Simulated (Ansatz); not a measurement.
# SiH (quartet): wB97M-V, B2PLYP over vertical spin and charge gaps, def2-QZVPP

How well do these functionals follow the top wave-function level for SiH (quartet) over vertical spin and charge gaps?

Method: def2-QZVPP, all electrons in the functionals, frozen cores in the correlation of double hybrids and RPA; program: Ansatz 0.2.0, Gaussian basis.

Plan: wB97M-V, B2PLYP, at charge 0, quartet; charge 0, doublet; charge 0, sextet; charge 1, triplet; charge 1, quintet.

## Step 1: The geometry

The geometry is a PBE0/def2-TZVP stationary point (not a proven minimum).

2 atoms, charge 0, spin multiplicity 4.

Atoms are counted from 1 here; the program's logs count them from 0.

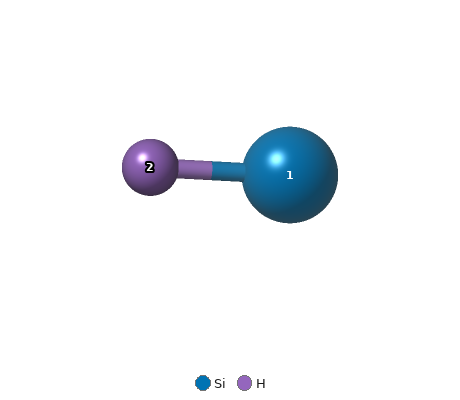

The geometry (silicon blue, hydrogen purple); atoms are numbered from 1 in the order of the file.

No dispersion term is added; wB97M-V holds VV10 nonlocal correlation.

The geometry shown and the zero of energy belong to the point charge 0, quartet. The yardstick, UCCSD(T), and other wave-function levels (R restricted, U unrestricted, valence and pair active spaces) come from earlier runs.

## Step 2: wB97M-V, charge 0, quartet

Contents of in.yaml:

```yaml
crystal:
  periodic: [false, false, false]
  atoms:
    - {symbol: Si, position_ang: [0.000000, 0.000000, 0.000000]}
    - {symbol: H, position_ang: [0.000000, 0.000000, 1.499536]}
basis:
  gaussian: {orbitals: "def2-QZVPP.json"}
magnetization: {spin_polarized: true, initial_magnetization: 3}
hamiltonian: {xc: {name: wB97M-V}}
output: {orbitals: {seedname: orbitals}}
```

Run with:

```console
ansatz run in.yaml --threads 2 --pin off --events-out ev --progress --plain --max-ram 24576MiB --backend cuda --devices 0, --max-vram 18GiB
```

Log, shortened:

```text
Functional definition: wB97M-V
  name "wB97M-V"
  cite "Mardirossian & Head-Gordon, J. Chem. Phys. 144, 214110 (2016) doi:10.1063/1.4952647"
  cite "Becke, J. Chem. Phys. 107, 8554 (1997) doi:10.1063/1.475007"
  cite "Vydrov & Van Voorhis, J. Chem. Phys. 133, 244103 (2010) doi:10.1063/1.3521275"
  # Of w^i u^j: cxij and so on, Table III.
[...]
  gx(w, u) = 1 - cx + cx01*u + cx10*w
  gss(w, u) = css00 + css04*u^4 + css10*w + css20*w^2 + css43*w^4*u^3
  gos(w, u) = cos00 + cos10*w + (cos20 + cos21*u)*w^2 + (cos60 + cos61*u)*w^6
[...]
      + integral(e_c_pw_mod_opposite_spin*gos(b97_w_opposite, b97_u_opposite)) + vv10(b, c)
419 factors; their error is unknown
92 factors; integrals over basis functions are off by at most 1.1e-4 eV
[...]
mean field -7888.69714866 eV, -289.9042730623 hartree, gradient 1.8e-5 eV, S^2 3.751223; 0 other end points of the search recorded, 0 dependent functions left out
reference -7888.69718223 eV, -289.9042742960 hartree; 9, 6 occupied and 91, 94 virtual orbitals, 419 factors
Total energy: -7888.69718223 eV, -289.9042742960 hartree
```

It took 6 s on 1 × H100 (card shared with other runs) with 2 threads of AMD EPYC 7R13, shared host; peak host memory 0.79 GiB.

From the report: ⟨S²⟩ of the determinant 3.751 (pure quartet: 3.75).

## Step 3: wB97M-V, charge 0, doublet

in.yaml, as its differences from that of step 2:

```diff
@@ -7,3 +7,3 @@
   gaussian: {orbitals: "def2-QZVPP.json"}
-magnetization: {spin_polarized: true, initial_magnetization: 3}
+magnetization: {spin_polarized: true, initial_magnetization: 1}
 hamiltonian: {xc: {name: wB97M-V}}
```

Same command.

Log, shortened:

```text
Functional definition: wB97M-V
  name "wB97M-V"
  cite "Mardirossian & Head-Gordon, J. Chem. Phys. 144, 214110 (2016) doi:10.1063/1.4952647"
  cite "Becke, J. Chem. Phys. 107, 8554 (1997) doi:10.1063/1.475007"
  cite "Vydrov & Van Voorhis, J. Chem. Phys. 133, 244103 (2010) doi:10.1063/1.3521275"
  # Of w^i u^j: cxij and so on, Table III.
[...]
  gx(w, u) = 1 - cx + cx01*u + cx10*w
  gss(w, u) = css00 + css04*u^4 + css10*w + css20*w^2 + css43*w^4*u^3
  gos(w, u) = cos00 + cos10*w + (cos20 + cos21*u)*w^2 + (cos60 + cos61*u)*w^6
[...]
      + integral(e_c_pw_mod_opposite_spin*gos(b97_w_opposite, b97_u_opposite)) + vv10(b, c)
419 factors; their error is unknown
92 factors; integrals over basis functions are off by at most 1.1e-4 eV
[...]
mean field -7890.61621325 eV, -289.9747973850 hartree, gradient 5.1e-5 eV, S^2 0.752128; 0 other end points of the search recorded, 0 dependent functions left out
reference -7890.61624883 eV, -289.9747986928 hartree; 8, 7 occupied and 92, 93 virtual orbitals, 419 factors
Total energy: -7890.61624883 eV, -289.9747986928 hartree
```

Wall time 4.2 s (1 × H100 (card shared with other runs) with 2 threads of AMD EPYC 7R13, shared host); peak host memory 0.78 GiB.

From the report: ⟨S²⟩ of the determinant 0.752 (pure doublet: 0.75).

From charge 0, quartet: -185.2 kJ/mol.

## Step 4: wB97M-V, charge 0, sextet

in.yaml, as its differences from that of step 3:

```diff
@@ -7,3 +7,3 @@
   gaussian: {orbitals: "def2-QZVPP.json"}
-magnetization: {spin_polarized: true, initial_magnetization: 1}
+magnetization: {spin_polarized: true, initial_magnetization: 5}
 hamiltonian: {xc: {name: wB97M-V}}
```

Same command.

Log, shortened:

```text
Functional definition: wB97M-V
  name "wB97M-V"
  cite "Mardirossian & Head-Gordon, J. Chem. Phys. 144, 214110 (2016) doi:10.1063/1.4952647"
  cite "Becke, J. Chem. Phys. 107, 8554 (1997) doi:10.1063/1.475007"
  cite "Vydrov & Van Voorhis, J. Chem. Phys. 133, 244103 (2010) doi:10.1063/1.3521275"
  # Of w^i u^j: cxij and so on, Table III.
[...]
  gx(w, u) = 1 - cx + cx01*u + cx10*w
  gss(w, u) = css00 + css04*u^4 + css10*w + css20*w^2 + css43*w^4*u^3
  gos(w, u) = cos00 + cos10*w + (cos20 + cos21*u)*w^2 + (cos60 + cos61*u)*w^6
[...]
      + integral(e_c_pw_mod_opposite_spin*gos(b97_w_opposite, b97_u_opposite)) + vv10(b, c)
419 factors; their error is unknown
92 factors; integrals over basis functions are off by at most 1.1e-4 eV
[...]
mean field -7878.31471731 eV, -289.5227257475 hartree, gradient 5.9e-5 eV, S^2 8.750023; 0 other end points of the search recorded, 0 dependent functions left out
reference -7878.31474917 eV, -289.5227269183 hartree; 10, 5 occupied and 90, 95 virtual orbitals, 419 factors
Total energy: -7878.31474917 eV, -289.5227269183 hartree
```

Run time: 3.7 s. Hardware: 1 × H100 (card shared with other runs) with 2 threads of AMD EPYC 7R13, shared host; peak host memory 0.78 GiB.

From the report: ⟨S²⟩ of the determinant 8.750 (pure sextet: 8.75).

From charge 0, quartet: +1001.8 kJ/mol.

## Step 5: wB97M-V, charge 1, triplet

in.yaml, as its differences from that of step 4:

```diff
@@ -7,3 +7,4 @@
   gaussian: {orbitals: "def2-QZVPP.json"}
-magnetization: {spin_polarized: true, initial_magnetization: 5}
+total_charge: 1
+magnetization: {spin_polarized: true, initial_magnetization: 2}
 hamiltonian: {xc: {name: wB97M-V}}
```

Same command.

Log, shortened:

```text
Functional definition: wB97M-V
  name "wB97M-V"
  cite "Mardirossian & Head-Gordon, J. Chem. Phys. 144, 214110 (2016) doi:10.1063/1.4952647"
  cite "Becke, J. Chem. Phys. 107, 8554 (1997) doi:10.1063/1.475007"
  cite "Vydrov & Van Voorhis, J. Chem. Phys. 133, 244103 (2010) doi:10.1063/1.3521275"
  # Of w^i u^j: cxij and so on, Table III.
[...]
  gx(w, u) = 1 - cx + cx01*u + cx10*w
  gss(w, u) = css00 + css04*u^4 + css10*w + css20*w^2 + css43*w^4*u^3
  gos(w, u) = cos00 + cos10*w + (cos20 + cos21*u)*w^2 + (cos60 + cos61*u)*w^6
[...]
      + integral(e_c_pw_mod_opposite_spin*gos(b97_w_opposite, b97_u_opposite)) + vv10(b, c)
419 factors; their error is unknown
92 factors; integrals over basis functions are off by at most 1.1e-4 eV
[...]
mean field -7880.47881873 eV, -289.6022550078 hartree, gradient 8.1e-5 eV, S^2 2.004006; 0 other end points of the search recorded, 0 dependent functions left out
reference -7880.47885801 eV, -289.6022564513 hartree; 8, 6 occupied and 92, 94 virtual orbitals, 419 factors
Total energy: -7880.47885801 eV, -289.6022564513 hartree
```

Wall time 4.5 s (1 × H100 (card shared with other runs) with 2 threads of AMD EPYC 7R13, shared host); peak host memory 0.78 GiB.

From the report: ⟨S²⟩ of the determinant 2.004 (pure triplet: 2.00).

From charge 0, quartet: +792.9 kJ/mol.

## Step 6: wB97M-V, charge 1, quintet

in.yaml, as its differences from that of step 5:

```diff
@@ -8,3 +8,3 @@
 total_charge: 1
-magnetization: {spin_polarized: true, initial_magnetization: 2}
+magnetization: {spin_polarized: true, initial_magnetization: 4}
 hamiltonian: {xc: {name: wB97M-V}}
```

The command is unchanged.

Log, shortened:

```text
Functional definition: wB97M-V
  name "wB97M-V"
  cite "Mardirossian & Head-Gordon, J. Chem. Phys. 144, 214110 (2016) doi:10.1063/1.4952647"
  cite "Becke, J. Chem. Phys. 107, 8554 (1997) doi:10.1063/1.475007"
  cite "Vydrov & Van Voorhis, J. Chem. Phys. 133, 244103 (2010) doi:10.1063/1.3521275"
  # Of w^i u^j: cxij and so on, Table III.
[...]
  gx(w, u) = 1 - cx + cx01*u + cx10*w
  gss(w, u) = css00 + css04*u^4 + css10*w + css20*w^2 + css43*w^4*u^3
  gos(w, u) = cos00 + cos10*w + (cos20 + cos21*u)*w^2 + (cos60 + cos61*u)*w^6
[...]
      + integral(e_c_pw_mod_opposite_spin*gos(b97_w_opposite, b97_u_opposite)) + vv10(b, c)
419 factors; their error is unknown
92 factors; integrals over basis functions are off by at most 1.1e-4 eV
[...]
mean field -7873.53128171 eV, -289.3469377316 hartree, gradient 6.5e-5 eV, S^2 6.000022; 0 other end points of the search recorded, 0 dependent functions left out
reference -7873.53132029 eV, -289.3469391496 hartree; 9, 5 occupied and 91, 95 virtual orbitals, 419 factors
Total energy: -7873.53132029 eV, -289.3469391496 hartree
```

Wall time 4.8 s (1 × H100 (card shared with other runs) with 2 threads of AMD EPYC 7R13, shared host); peak host memory 0.79 GiB.

From the report: ⟨S²⟩ of the determinant 6.000 (pure quintet: 6.00).

From charge 0, quartet: +1463.3 kJ/mol.

## Step 7: B2PLYP, charge 0, quartet

Contents of in.yaml:

```yaml
crystal:
  periodic: [false, false, false]
  atoms:
    - {symbol: Si, position_ang: [0.000000, 0.000000, 0.000000]}
    - {symbol: H, position_ang: [0.000000, 0.000000, 1.499536]}
basis:
  gaussian: {orbitals: "def2-QZVPP.json"}
magnetization: {spin_polarized: true, initial_magnetization: 3}
hamiltonian: {xc: {name: B2PLYP}}
correlation: {electrons: outside_noble_gas}
```

The command is unchanged.

Log, shortened:

```text
Functional definition: B2PLYP
  name "B2PLYP"
  cite "Grimme, J. Chem. Phys. 124, 034108 (2006) doi:10.1063/1.2148954"
  cite "Becke, Phys. Rev. A 38, 3098 (1988) doi:10.1103/PhysRevA.38.3098"
  cite "Lee, Yang & Parr, Phys. Rev. B 37, 785 (1988) doi:10.1103/PhysRevB.37.785"
[...]
584 factors; integrals over basis functions are off by at most 1.3e-3 eV
[...]
mean field -7885.55455712 eV, -289.7887849533 hartree, gradient 1.3e-6 eV, S^2 3.752457; 0 other end points of the search recorded, 0 dependent functions left out
5 core orbitals not correlated: weight in the atoms' cores, before any rotation towards them, 1.000 or more for the frozen orbitals, at most 0.000 for the correlated occupied ones
reference -7885.55466765 eV, -289.7887890154 hartree; 4, 1 occupied and 91, 94 virtual orbitals, 584 factors
second order -2.38901947 eV of doubles, -0.00000000 eV of singles
Total energy: -7886.19970291 eV, -289.8124936239 hartree
```

Wall time 6 s (1 × H100 (card shared with other runs) with 2 threads of AMD EPYC 7R13, shared host); peak host memory 0.74 GiB.

From the report: ⟨S²⟩ of the determinant 3.752 (pure quartet: 3.75).

## Step 8: B2PLYP, charge 0, doublet

in.yaml, as its differences from that of step 7:

```diff
@@ -7,3 +7,3 @@
   gaussian: {orbitals: "def2-QZVPP.json"}
-magnetization: {spin_polarized: true, initial_magnetization: 3}
+magnetization: {spin_polarized: true, initial_magnetization: 1}
 hamiltonian: {xc: {name: B2PLYP}}
```

Same command.

Log, shortened:

```text
Functional definition: B2PLYP
  name "B2PLYP"
  cite "Grimme, J. Chem. Phys. 124, 034108 (2006) doi:10.1063/1.2148954"
  cite "Becke, Phys. Rev. A 38, 3098 (1988) doi:10.1103/PhysRevA.38.3098"
  cite "Lee, Yang & Parr, Phys. Rev. B 37, 785 (1988) doi:10.1103/PhysRevB.37.785"
[...]
584 factors; integrals over basis functions are off by at most 1.3e-3 eV
[...]
mean field -7887.20850835 eV, -289.8495665400 hartree, gradient 3.1e-6 eV, S^2 0.759897; 2 other end points of the search recorded, 0 dependent functions left out
5 core orbitals not correlated: weight in the atoms' cores, before any rotation towards them, 1.000 or more for the frozen orbitals, at most 0.000 for the correlated occupied ones
reference -7887.20861994 eV, -289.8495706406 hartree; 3, 2 occupied and 92, 93 virtual orbitals, 584 factors
second order -2.99212225 eV of doubles, -0.00000000 eV of singles
Total energy: -7888.01649294 eV, -289.8792594261 hartree
```

It took 4.5 s on 1 × H100 (card shared with other runs) with 2 threads of AMD EPYC 7R13, shared host; peak host memory 0.74 GiB.

From the report: ⟨S²⟩ of the determinant 0.760 (pure doublet: 0.75).

From charge 0, quartet: -175.3 kJ/mol.

## Step 9: B2PLYP, charge 0, sextet

in.yaml, as its differences from that of step 8:

```diff
@@ -7,3 +7,3 @@
   gaussian: {orbitals: "def2-QZVPP.json"}
-magnetization: {spin_polarized: true, initial_magnetization: 1}
+magnetization: {spin_polarized: true, initial_magnetization: 5}
 hamiltonian: {xc: {name: B2PLYP}}
```

Launched as before.

Log, shortened:

```text
Functional definition: B2PLYP
  name "B2PLYP"
  cite "Grimme, J. Chem. Phys. 124, 034108 (2006) doi:10.1063/1.2148954"
  cite "Becke, Phys. Rev. A 38, 3098 (1988) doi:10.1103/PhysRevA.38.3098"
  cite "Lee, Yang & Parr, Phys. Rev. B 37, 785 (1988) doi:10.1103/PhysRevB.37.785"
[...]
584 factors; integrals over basis functions are off by at most 1.3e-3 eV
[...]
a density is far from that of the atoms, so the factors are made again for it
595 factors; integrals over basis functions are off by at most 1.3e-3 eV
[...]
mean field -7875.64521003 eV, -289.4246231647 hartree, gradient 5.7e-6 eV, S^2 8.750042; 1 other end points of the search recorded, 0 dependent functions left out
5 core orbitals not correlated: weight in the atoms' cores, before any rotation towards them, 1.000 or more for the frozen orbitals, at most 0.000 for the correlated occupied ones
reference -7875.64534674 eV, -289.4246281887 hartree; 5, 0 occupied and 90, 95 virtual orbitals, 595 factors
second order -0.93408258 eV of doubles, -0.00000000 eV of singles
Total energy: -7875.89754904 eV, -289.4338964522 hartree
```

Wall time 4 s (1 × H100 (card shared with other runs) with 2 threads of AMD EPYC 7R13, shared host); peak host memory 0.74 GiB.

From the report: ⟨S²⟩ of the determinant 8.750 (pure sextet: 8.75).

From charge 0, quartet: +994.0 kJ/mol.

## Step 10: B2PLYP, charge 1, triplet

in.yaml, as its differences from that of step 9:

```diff
@@ -7,3 +7,4 @@
   gaussian: {orbitals: "def2-QZVPP.json"}
-magnetization: {spin_polarized: true, initial_magnetization: 5}
+total_charge: 1
+magnetization: {spin_polarized: true, initial_magnetization: 2}
 hamiltonian: {xc: {name: B2PLYP}}
```

Launched as before.

Log, shortened:

```text
Functional definition: B2PLYP
  name "B2PLYP"
  cite "Grimme, J. Chem. Phys. 124, 034108 (2006) doi:10.1063/1.2148954"
  cite "Becke, Phys. Rev. A 38, 3098 (1988) doi:10.1103/PhysRevA.38.3098"
  cite "Lee, Yang & Parr, Phys. Rev. B 37, 785 (1988) doi:10.1103/PhysRevB.37.785"
[...]
584 factors; integrals over basis functions are off by at most 1.3e-3 eV
[...]
mean field -7877.43075026 eV, -289.4902405577 hartree, gradient 9.6e-6 eV, S^2 2.009337; 0 other end points of the search recorded, 0 dependent functions left out
5 core orbitals not correlated: weight in the atoms' cores, before any rotation towards them, 1.000 or more for the frozen orbitals, at most 0.000 for the correlated occupied ones
reference -7877.43086532 eV, -289.4902447862 hartree; 3, 1 occupied and 92, 94 virtual orbitals, 584 factors
second order -1.87100109 eV of doubles, -0.00000000 eV of singles
Total energy: -7877.93603562 eV, -289.5088094521 hartree
```

It took 4.2 s on 1 × H100 (card shared with other runs) with 2 threads of AMD EPYC 7R13, shared host; peak host memory 0.74 GiB.

From the report: ⟨S²⟩ of the determinant 2.009 (pure triplet: 2.00).

From charge 0, quartet: +797.3 kJ/mol.

## Step 11: B2PLYP, charge 1, quintet

in.yaml, as its differences from that of step 10:

```diff
@@ -8,3 +8,3 @@
 total_charge: 1
-magnetization: {spin_polarized: true, initial_magnetization: 2}
+magnetization: {spin_polarized: true, initial_magnetization: 4}
 hamiltonian: {xc: {name: B2PLYP}}
```

Same command.

Log, shortened:

```text
Functional definition: B2PLYP
  name "B2PLYP"
  cite "Grimme, J. Chem. Phys. 124, 034108 (2006) doi:10.1063/1.2148954"
  cite "Becke, Phys. Rev. A 38, 3098 (1988) doi:10.1103/PhysRevA.38.3098"
  cite "Lee, Yang & Parr, Phys. Rev. B 37, 785 (1988) doi:10.1103/PhysRevB.37.785"
[...]
584 factors; integrals over basis functions are off by at most 1.3e-3 eV
[...]
mean field -7870.96096335 eV, -289.2524802741 hartree, gradient 8.6e-6 eV, S^2 6.000041; 0 other end points of the search recorded, 0 dependent functions left out
5 core orbitals not correlated: weight in the atoms' cores, before any rotation towards them, 1.000 or more for the frozen orbitals, at most 0.000 for the correlated occupied ones
reference -7870.96110408 eV, -289.2524854460 hartree; 4, 0 occupied and 91, 95 virtual orbitals, 584 factors
second order -0.64566276 eV of doubles, -0.00000000 eV of singles
Total energy: -7871.13543303 eV, -289.2588919166 hartree
```

Wall time 2.1 s (1 × H100 (card shared with other runs) with 2 threads of AMD EPYC 7R13, shared host); peak host memory 0.74 GiB.

From the report: ⟨S²⟩ of the determinant 6.000 (pure quintet: 6.00).

From charge 0, quartet: +1453.5 kJ/mol.

## Step 12: Against the wave-function levels

No level is safe as a reference over these points; UCCSD(T) serves as a yardstick only. It comes from earlier runs at the same points. Energies in kJ/mol, counted from charge 0, quartet; blanks weren't run or aren't comparable.

```tsv
level	quartet to doublet	quartet to sextet	ionisation to the triplet cation	ionisation to the quintet cation
UCCSD(T)	-160.9	960.6	819.6	1436.8
wB97M-V	-185.2	1001.8	792.9	1463.3
B2PLYP	-175.3	994.0	797.3	1453.5
```

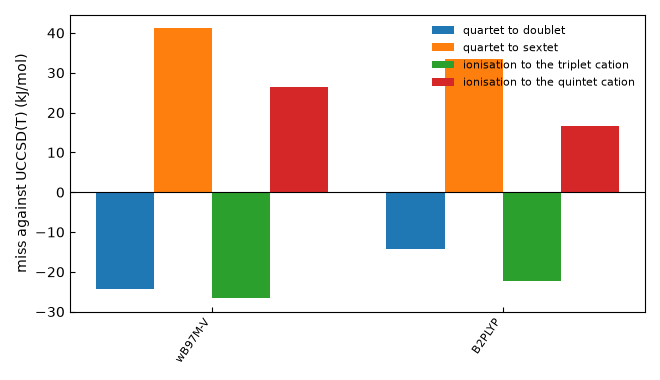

Misses of the gaps against UCCSD(T).

Largest miss and mean time a point (UCCSD(T) took 6.5 s a point; shared hosts):

```tsv
level	largest miss (kJ/mol)	where	time a point
wB97M-V	+41.1	quartet to sextet	4.6 s
B2PLYP	+33.4	quartet to sextet	4.2 s
```

## Step 13: What came out

| quantity | value |
| --- | --- |
| quartet to doublet, UCCSD(T) | -160.9 kJ/mol |
| quartet to sextet, UCCSD(T) | 960.6 kJ/mol |
| ionisation to the triplet cation, UCCSD(T) | 819.6 kJ/mol |
| ionisation to the quintet cation, UCCSD(T) | 1436.8 kJ/mol |
| largest miss, wB97M-V | +41.1 kJ/mol (quartet to sextet) |
| largest miss, B2PLYP | +33.4 kJ/mol (quartet to sextet) |

What this shows: Of the functionals, B2PLYP keep the smallest largest miss at the points compared (at most 33.4 kJ/mol) and wB97M-V strays most (41.1 kJ/mol, at quartet to sextet). Functionals and the yardstick converge differently with the basis, so part of each miss in def2-QZVPP is the basis. The yardstick itself may be off where one determinant is a poor start.
